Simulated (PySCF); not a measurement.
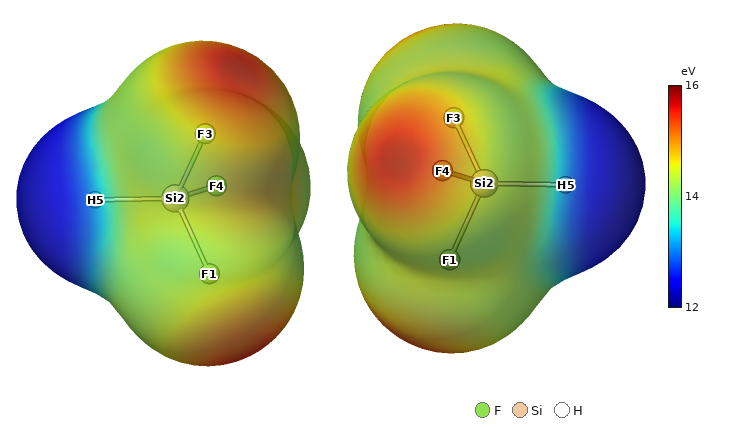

F3HSi, SMILES `F[SiH](F)F`. Average local ionisation energy on the surface of electron density 0.001 a.u. (back view left, front view right).

PySCF calculation, PBE0/def2-TZVP, gas phase; geometry: GFN2-xTB. No frequency check shows the geometry to be a minimum.

Geometry (Å), atoms numbered from 1:

```
F1      -1.3966   -0.3952   -0.2571
Si2     -0.0000    0.0000    0.3676
F3       1.0406   -1.0118   -0.2571
F4       0.3560    1.4071   -0.2571
H5       0.0001   -0.0000    1.7954
```

**Where are the most loosely bound electrons on this surface?**

The lowest value is 12.2 eV, 1.4 Å from H5. Further minima include 14.0 eV, 1.7 Å from F3, and at like points elsewhere. For comparison, the highest occupied orbital lies at −11.6 eV.

**What volume does the surface enclose, and what is the dipole moment?**

About 70 Å³; the dipole moment is 1.9 D.
